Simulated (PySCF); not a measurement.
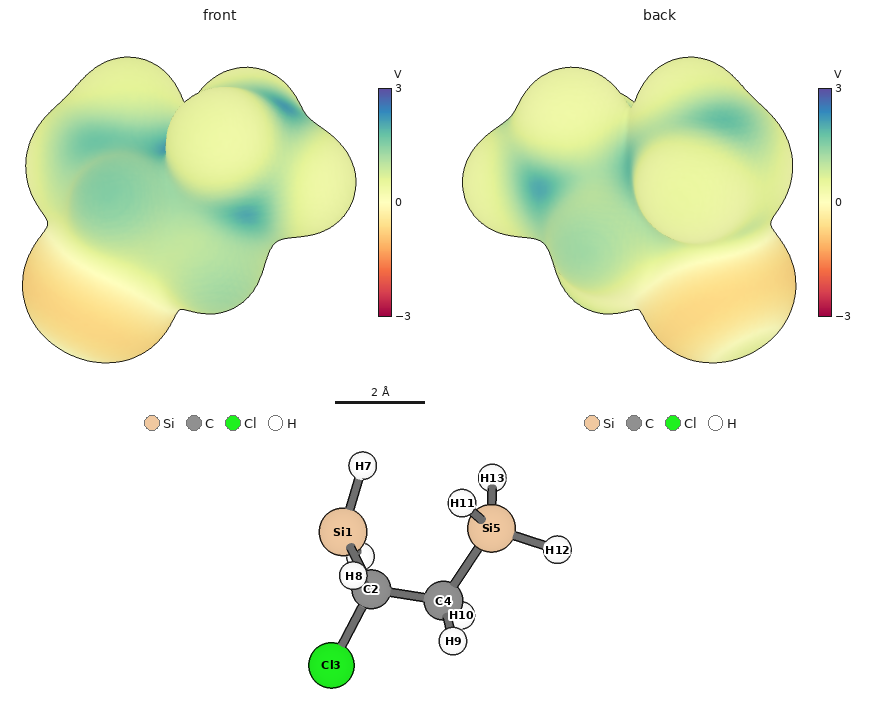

C$_{2}$H$_{8}$ClSi$_{2}$ (doublet). The electrostatic potential painted on the density surface at 0.004 e/bohr³, seen from the front and from behind; red is negative and blue positive. The bare structure is drawn below in the same view.

Geometry: GFN2-xTB.

Theory: UKS B3LYP, pcH-1 on C Cl H Si, non-relativistic, mean-field spin-orbit, GIAO (PySCF 2.14.0, density-fitted response routines).

```xyz
13

Si    1.8105    1.0419    0.5058
C     1.0454   -0.5337   -0.2470
Cl    2.1340   -1.8894    0.2843
C    -0.3720   -0.8450    0.1922
Si   -1.6809    0.3518   -0.4992
H     1.8762    0.9387    1.9561
H     1.1720    2.2478   -0.0085
H     1.1065   -0.5464   -1.3370
H    -0.6287   -1.8575   -0.1344
H    -0.4196   -0.8542    1.2835
H    -1.4851    0.5055   -1.9416
H    -3.0014   -0.2147   -0.2270
H    -1.5613    1.6558    0.1551
```

Describe the electrostatic potential map.

Answer. The most negative region (about −0.7 V) lies over Cl3, the most positive (about +2.1 V) over Si5. Cl3 shows a σ-hole: about +0.4 V at the tip opposite its bond, against about −0.6 V on its flanks.
